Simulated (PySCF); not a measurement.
```yaml
atoms:
  - { symbol: C, position_ang: [1.4066, -0.1692, -0.1612] }
  - { symbol: C, position_ang: [0.0119, 0.3753, -0.1986] }
  - { symbol: C, position_ang: [-0.3106, 1.4820, -0.8060] }
  - { symbol: F, position_ang: [-1.4691, 2.1098, -0.9252] }
  - { symbol: C, position_ang: [-1.0338, -0.4768, 0.5182] }
  - { symbol: F, position_ang: [-1.0220, -1.7547, 0.0262] }
  - { symbol: H, position_ang: [1.4129, -1.1832, -0.5571] }
  - { symbol: H, position_ang: [2.0770, 0.4495, -0.7480] }
  - { symbol: H, position_ang: [1.7633, -0.2066, 0.8672] }
  - { symbol: H, position_ang: [-0.7890, -0.5438, 1.5845] }
  - { symbol: H, position_ang: [-2.0419, -0.0796, 0.3740] }
```

Geometry: GFN2-xTB.

These are results of PySCF, UKS B3LYP, pcH-1 on C F H, non-relativistic, mean-field spin-orbit, GIAO, not measurements.

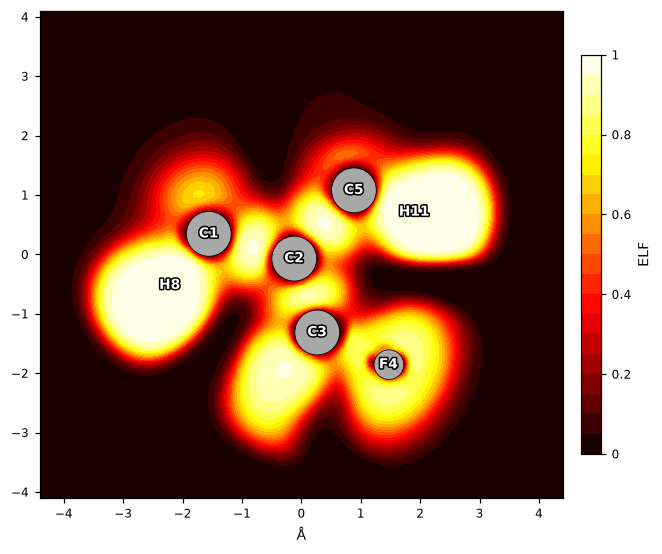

C$_{4}$H$_{5}$F$_{2}$ (SMILES C/C(=[C]/F)CF) (doublet). Electron localisation function on the plane of atoms C1, C2 and C3. Grey discs cover the atomic cores.

What does the map show?

Answer.
- The plane passes through C, F and H nuclei.
- C–C (1.30 Å): the ELF peaks at about 0.90 between the atoms (a short, multiple covalent bond).
- C–F (1.32 Å): the ELF peaks at about 0.85 between the atoms, as expected for a polar covalent bond.
- C–H (1.08 Å): the ELF climbs to about 1 towards the hydrogen, as it does in any bond to H (a covalent bond by its length).
- C–C (1.50 Å): the ELF peaks at about 0.95 between the atoms: localised, covalent bonding.
- The ELF also peaks beside F4 and C3, away from the bonds: non-bonding electrons, paired or unpaired.
